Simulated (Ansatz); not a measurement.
Cost and result by functional for the surface energy of the (10-10) surface of beta Si3N4 in its 1x1 cell (cut with top plane Si, bottom plane Si), outermost plane spacing 0.48 Å in the ideal cut (one of several cuts of this face) (in the relaxation N ended outermost), in Ansatz (plane waves, PAW). Single points on the PBE structure, on one kind of machine; costs are rough ratios of the slab run's core time (references not counted) to the cheapest single point. r2SCAN's cost holds its higher cutoff (500 against 420 eV). Differences are taken against HSE06 for comparison alone: no measured value is at hand, so the table doesn't rank accuracy. HSE06 ran on a coarser k-mesh, which lowers its cost and may carry part of its shift.

Slab: 28 atoms, N16Si12, 12.0 Å thick at the start; k 9x4x1, smearing 0.025 eV, dipole-corrected; all atoms relaxed; held to the start's symmetry, so lower structures may exist; no spin, no spin-orbit, no U. These notes are the PBE run's.

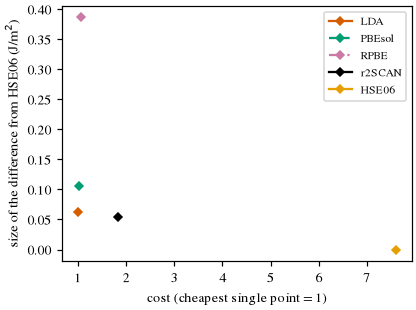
*Difference from HSE06 against cost*

```
functional                     relative cost  surface energy (J/m²)  less HSE06 (J/m²)
-----------------------------  -------------  ---------------------  -----------------
LDA                                        1                   2.60               0.06
PBEsol                                     1                   2.44              -0.11
RPBE                                       1                   2.16              -0.39
r2SCAN                                     2                   2.60               0.05
HSE06                                      8                   2.54               0.00
PBE (the relaxed run's value)              –                   2.31              -0.23
```

The values span 0.45 J/m², while the single points' costs differ by a factor of roughly 8. Differences are of unrounded values.

Ansatz is a first-principles code.
